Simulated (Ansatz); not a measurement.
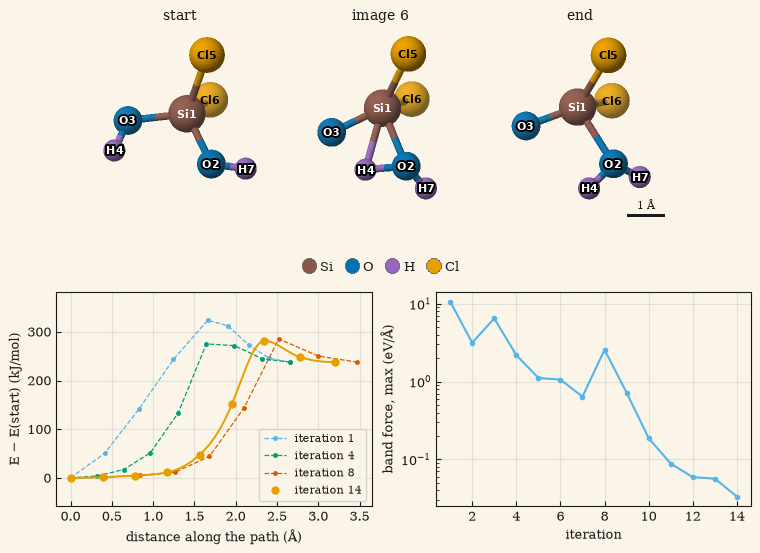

NEB run on SiH$_{2}$O$_{2}$Cl$_{2}$. Images are numbered from 0 (start) to 8 (end). The plot follows the band through its iterations. Style: ball-and-stick. Shown at a tilt.

These are results of RHF/def2-SVP (Ansatz 0.2.0), not measurements. Settings: 7 movable images; climbing image; force threshold 0.05 eV/Å; iteration limit 60; starting path through a guess of the saddle point.

Judge this run.

The result is final at these settings. The band converged in 14 iterations. The largest component of the band force went from 11 to 0.033 eV/Å. The climbing image converged on the top of the path. Its vibrational analysis gives one imaginary mode (1540i cm⁻¹), as a transition state must have. The first iteration put the highest image at 323.9 kJ/mol. The highest point, image 6, lies 281.5 kJ/mol above the start and 43.9 kJ/mol above the end; the end is at +237.7 kJ/mol relative to the start.

The run took 74 s on 2 threads of Intel(R) Xeon(R) Platinum 8488C (Sapphire Rapids) (shared host), peak memory 0.2 GiB.
